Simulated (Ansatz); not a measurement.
# BSiH5 (boranylsilane) at CCSDTQ/STO-3G

What is the vertical singlet–triplet gap of BSiH5 (boranylsilane) at CCSDTQ/STO-3G? 

Program for the calculation: Ansatz 0.2.0.

47 further runs of the same task are left out: 47 set aside as unsound or not needed.

## Step 1: The structure to begin with

BSiH5 has 7 atoms, charge 0, and is taken as a singlet. As SMILES, `B[SiH3]`. The coordinates come from a PBE0-D4/def2-TZVP relaxation.

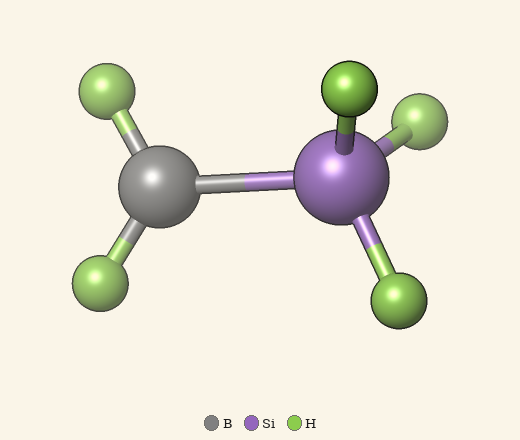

The structure, seen from a chosen angle (boron grey, silicon purple, hydrogen green).

## Step 2: A single-point energy at CCSDTQ/STO-3G

in.yaml reads:

```yaml
crystal:
  periodic: [false, false, false]
  atoms:
    - {symbol: B, position_ang: [-0.043200, -1.189000, 0.204300]}
    - {symbol: Si, position_ang: [0.089100, 0.785300, -0.148500]}
    - {symbol: H, position_ang: [-1.126000, -1.690600, 0.290100]}
    - {symbol: H, position_ang: [0.906400, -1.902500, 0.335400]}
    - {symbol: H, position_ang: [-0.616000, 1.093400, -1.427200]}
    - {symbol: H, position_ang: [-0.623600, 1.516700, 0.939600]}
    - {symbol: H, position_ang: [1.474500, 1.318800, -0.239500]}
basis:
  gaussian:
    orbitals: STO-3G
magnetization:
  spin_polarized: false
total_charge: 0
scf:
  omitted_lower_state_checks: [cluster_reference, increment]
correlation:
  method: ccsdtq
  frozen_orbitals: {B: 1, H: 0, Si: 5}
accuracy: high
```

Command:

```sh
$ ansatz run in.yaml --threads 1 --pin off --max-ram 2610MiB --events-out events.jsonl --progress --plain --runs-dir runs
```

The log of the run, shortened:

```text
Warning: RAYON_NUM_THREADS=1 ignored (pool sized by the plan → 1); use --threads N
Functional definition: HF
  name "HF"
[...]
334 factors; integrals over basis functions are off by at most 1.3e-8 eV
[...]
mean field -8512.87781859 eV, -312.8424895974 hartree, gradient 2.9e-8 eV, S^2 0.000000; 0 other end points of the search recorded, 0 dependent functions left out
6 core orbitals not correlated: weight in the atoms' cores, before any rotation towards them, 1.000 or more for the frozen orbitals, at most 0.000 for the correlated occupied ones
reference -8512.87781859 eV, -312.8424895974 hartree; 6, 6 occupied and 7, 7 virtual orbitals, 334 factors
second order -2.05144123 eV of doubles, -0.00000000 eV of singles
cycle   1  -2.66232633 eV  change   -6.1e-1 eV  update   6.4e-2
[...]
cycle  21  -3.01857360 eV  change   7.2e-10 eV  update   1.1e-9
Total energy: -8515.89639220 eV, -312.9534201313 hartree
Checks for a lower state left out: cluster_reference, increment
```

It took 3.3 s on 1 thread of Arm Neoverse V2, shared host; peak memory 0.099 GiB.

## Step 3: The triplet at the same level

molecule.yaml reads:

```yaml
crystal:
  periodic: [false, false, false]
  atoms:
    - {symbol: B, position_ang: [-0.043200, -1.189000, 0.204300]}
    - {symbol: Si, position_ang: [0.089100, 0.785300, -0.148500]}
    - {symbol: H, position_ang: [-1.126000, -1.690600, 0.290100]}
    - {symbol: H, position_ang: [0.906400, -1.902500, 0.335400]}
    - {symbol: H, position_ang: [-0.616000, 1.093400, -1.427200]}
    - {symbol: H, position_ang: [-0.623600, 1.516700, 0.939600]}
    - {symbol: H, position_ang: [1.474500, 1.318800, -0.239500]}
basis:
  gaussian:
    orbitals: STO-3G
magnetization:
  spin_polarized: true
  initial_magnetization: 2
correlation:
  method: ccsdtq
  frozen_orbitals: {B: 1, H: 0, Si: 5}
accuracy: high
scf:
  omitted_lower_state_checks: [cluster_reference, increment]
```

Command:

```sh
$ ansatz run molecule.yaml --threads 1 --pin off --max-ram 2610MiB --events-out events.jsonl --progress --plain --runs-dir runs
```

The log of the run, shortened:

```text
Warning: RAYON_NUM_THREADS=1 ignored (pool sized by the plan → 1); use --threads N
[... 2 set-up lines as earlier in the session ...]
[...]
334 factors; integrals over basis functions are off by at most 1.3e-8 eV
[...]
mean field -8508.08874853 eV, -312.6664945187 hartree, gradient 1.2e-8 eV, S^2 2.008795; 0 other end points of the search recorded, 0 dependent functions left out
6 core orbitals not correlated: weight in the atoms' cores, before any rotation towards them, 1.000 or more for the frozen orbitals, at most 0.000 for the correlated occupied ones
reference -8508.08874853 eV, -312.6664945187 hartree; 7, 5 occupied and 6, 8 virtual orbitals, 334 factors
second order -1.84744790 eV of doubles, -0.00000000 eV of singles
cycle   1  -2.44601741 eV  change   -6.0e-1 eV  update   6.7e-2
[...]
cycle  31  -2.85441671 eV  change   6.4e-10 eV  update   1.3e-9
Total energy: -8510.94316523 eV, -312.7713923979 hartree
Checks for a lower state left out: cluster_reference, increment
```

It took 26 s on 1 thread of Arm Neoverse V2, shared host; peak memory 0.23 GiB.

## Step 4: What came out

Level: CCSDTQ/STO-3G, 6 core orbitals frozen.

```
                                            quantity          value
                               singlet: total energy  -312.95342 Eh
singlet: correlation energy (6 core orbitals frozen)     -110.9 mEh
                              singlet: T1 diagnostic          0.005
                               triplet: total energy  -312.77139 Eh
triplet: correlation energy (6 core orbitals frozen)     -104.9 mEh
          triplet: ⟨S²⟩ of the reference determinant          2.009
                              triplet: T1 diagnostic          0.010
    vertical energy of the triplet above the singlet       4.953 eV
```

**Reading.** At this shape the triplet lies 4.95 eV (478 kJ/mol) above the singlet. In a minimal basis such a difference can be off by several eV, whatever the method.
